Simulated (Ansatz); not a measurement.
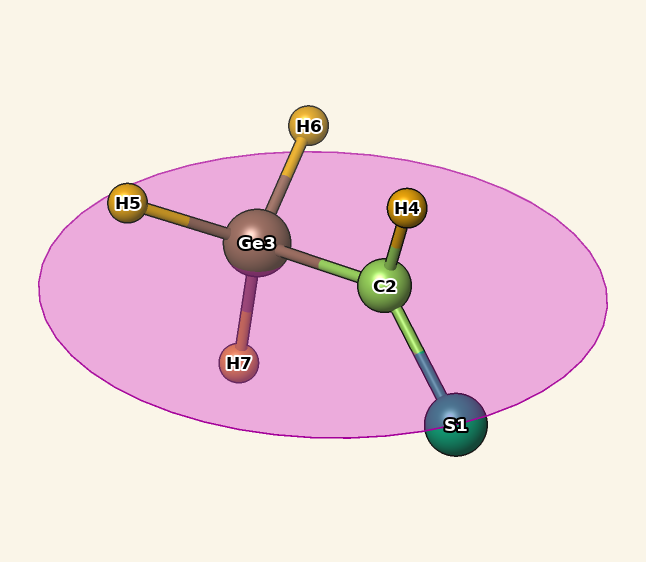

A disc through the centre of mass is drawn in. Atoms fade into the background with distance from the viewer. Computed geometry: PBE0-D4/def2-TZVP optimisation. No frequency run is at hand to confirm it as a minimum.

### Is the plane of the disc a mirror plane of the structure?

No. The point group is Cs, with 1 mirror plane, and this plane isn't one of its mirror planes.
